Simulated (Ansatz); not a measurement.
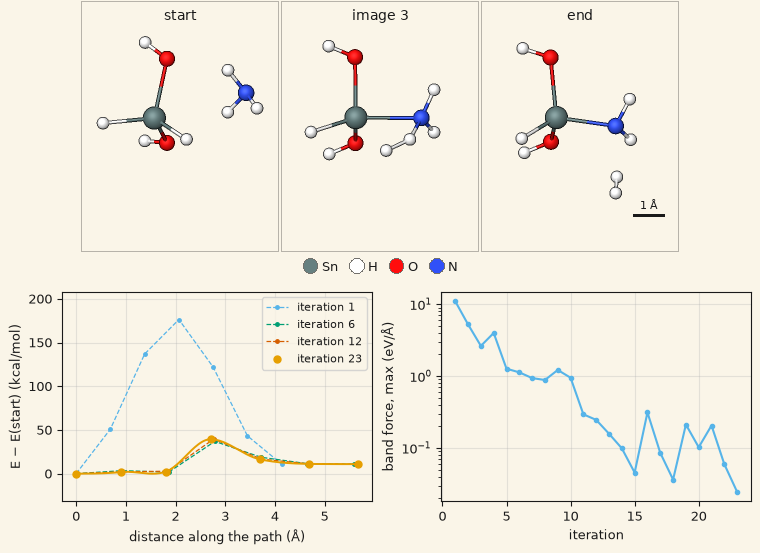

NEB run on SnNH7O2, made up at the start of SnH4O2 and NH3. Images are numbered from 0 (start) to 6 (end). The plot follows the band through its iterations. A ball-and-stick model, seen at a tilt.

The calculation used RKS B3LYP-D4/def2-SVP (Ansatz). Set-up: 5 movable images; climbing image; force threshold 0.03 eV/Å; iteration limit 60; starting path by straight interpolation.

Did the band converge, and can the barrier be trusted?

Answer. The run is converged, with reservations. The band converged in 23 iterations. The largest component of the band force went from 11 to 0.024 eV/Å. The climbing image converged on the top of the path. Its curvatures weren't checked. The straight starting path can push atoms close together and costs iterations. The first iteration put the highest image at 176.3 kcal/mol. The energy climbs by 39.4 kcal/mol to image 3 and then falls by 28.5 kcal/mol, so the end point sits at +10.9 kcal/mol.

Limits of the set-up: the start holds two separate molecules, 2.3 Å apart at their closest, whose relative position is a soft coordinate.

The run took 4.9 min on 2 threads of Arm Neoverse V2, on a shared host, peak memory 0.24 GiB.
